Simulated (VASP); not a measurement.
Band structure of Ni$_{3}$Fe (L1_2). All values below come from PW91 GGA, VASP's PBE PAW potentials (set 64) (plane waves; VASP).

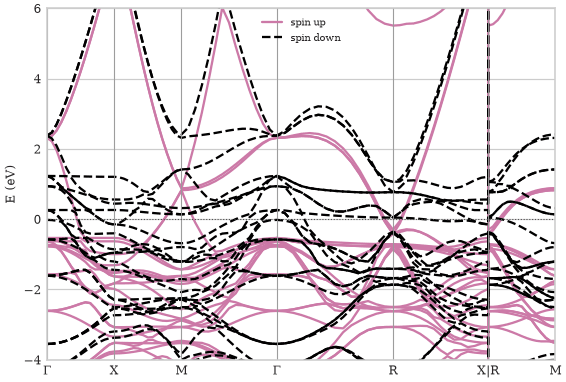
Fig. 1. Bands along high-symmetry lines, zero at the valence-band maximum or, without a gap, the Fermi level

Read the plot: is there a gap, and where are the band edges?

It has no gap at this level: it comes out as a metal or semimetal. (Edges off the drawn lines would not show.)

The compound is Ni3Fe in the L1_2 structure. It was relaxed first.
